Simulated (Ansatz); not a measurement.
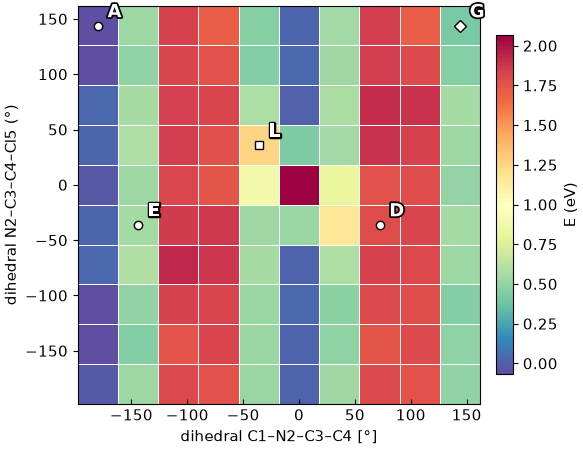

C₃H₆ClN, SMILES CN=CCCl. First axis: dihedral C1–N2–C3–C4. Second axis: dihedral N2–C3–C4–Cl5. Nothing is relaxed (all other coordinates rigid). The scan uses a 10 × 10 grid. Points are written as (first, second). Energies: eV, counted from the relaxed molecule at the same level. Energies and slopes of some neighbouring points disagree (a jump in structure or state, or too coarse a mesh). The dihedral twists a double bond; near 90° a spin-restricted reference is unreliable. Level of theory: RKS PBE0-D4/def2-SVP (Ansatz).

The picture shows one coloured cell a grid point, lettered points.

Is L the lowest point of the computed grid?

No. L lies 1.32 eV above the lowest grid point, which is at (−180°, 144°).

Rank the lettered points by energy, lowest first.

A (−0.07 eV), G (0.42 eV), E (0.56 eV), L (1.25 eV), D (1.78 eV).
